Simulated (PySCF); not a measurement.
Consider C3H11BN (SMILES C[NH2+]B(C)C) (charge +1).

```xyz
16

C     1.9082   -0.0253    0.2324
N     0.8342   -0.2242   -0.7727
B    -0.5605   -0.0063   -0.1269
C    -1.2183   -1.2418    0.5364
C    -1.1388    1.4288   -0.1929
H     1.7802   -0.7322    1.0492
H     1.8519    0.9843    0.6331
H     2.8872   -0.1757   -0.2184
H     0.9167   -1.1726   -1.1486
H     0.9869    0.4304   -1.5447
H    -2.2554   -1.3626    0.2231
H    -0.7114   -2.1882    0.3644
H    -1.2935   -1.1094    1.6174
H    -1.5988    1.7425    0.7427
H    -0.4346    2.2005   -0.4945
H    -1.9615    1.4607   -0.9113
```

Geometry: GFN2-xTB.

Level of theory: PySCF, PBE0/def2-SVPD, SCF density, gas phase.

**What will maps of the electron density and electron localisation function show?**

C–B (1.55 Å): ρ is about 1.5 e/Å³ halfway; the ELF peaks at about 1 between the atoms; a covalent bond.
B–N (1.55 Å): ρ at the midpoint is about 1.5 e/Å³; the ELF peaks at about 0.95 between the atoms, as expected for a shared but strongly polarised pair.
C–H (1.09 Å): ρ at the midpoint is about 1.9 e/Å³; the ELF climbs to about 1 towards the hydrogen, as it does in any bond to H: a covalent bond by its length.

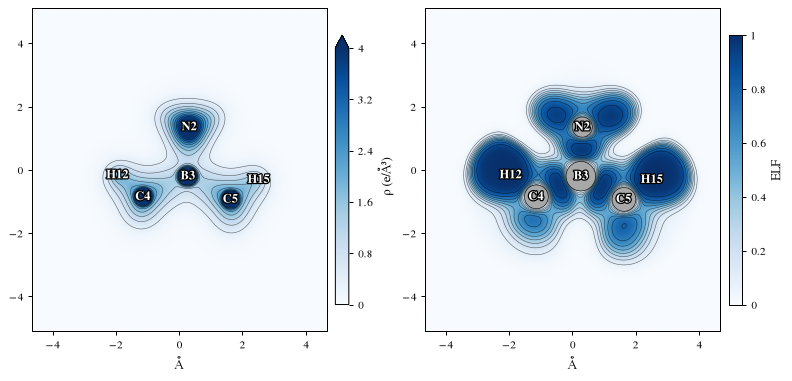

Computed electron density and electron localisation function on the plane of atoms C4, B3 and C5, in this order. Grey discs cover the atomic cores in the ELF map. 
